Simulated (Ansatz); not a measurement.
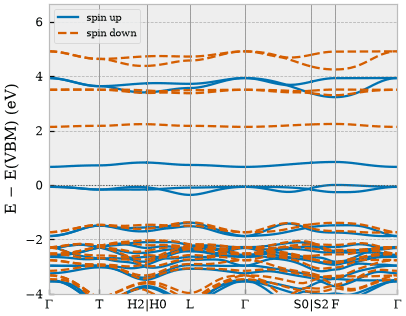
Figure. Band structure from DFT-r²SCAN in the program Ansatz with PAW potentials

Read off the gap and where the band edges lie.

About 0.7 eV (0.66 eV by a search for the band edges); maximum at F, minimum at Γ.

Which compound is it?
(A) ZnCrF6, R-3 (Zn on 3a, Cr on 3b, F on 18f)
(B) MoS2, R3m (Mo on 3a, S on 3a, S on 3a)
(C) ZnInGaO4, R3m (Pearson symbol hR7)
(D) Cr2O3, corundum

A, ZnCrF6, R-3 (Zn on 3a, Cr on 3b, F on 18f)

The workflow started from a Materials Project entry (that database holds measured and hypothetical structures alike); the Crystallography Open Database copy checked does not list it. With Zn and Cr taken as one species the cell has the higher symmetry R-3c, so it may be an ordered model of a mixed-site phase. Its standing as an ambient phase is unchecked. The r²SCAN relaxation kept the symmetry of its start; whether a distortion lowers the energy is not shown. Magnetic state: ferromagnetic, the only order run, not a proven ground state. The cell computed holds one magnetic atom, so no antiferromagnetic order was within reach. Other orbital occupations within this spin state were not tried. No Hubbard U is applied.

Potentials: the later of the program's two PAW sets.
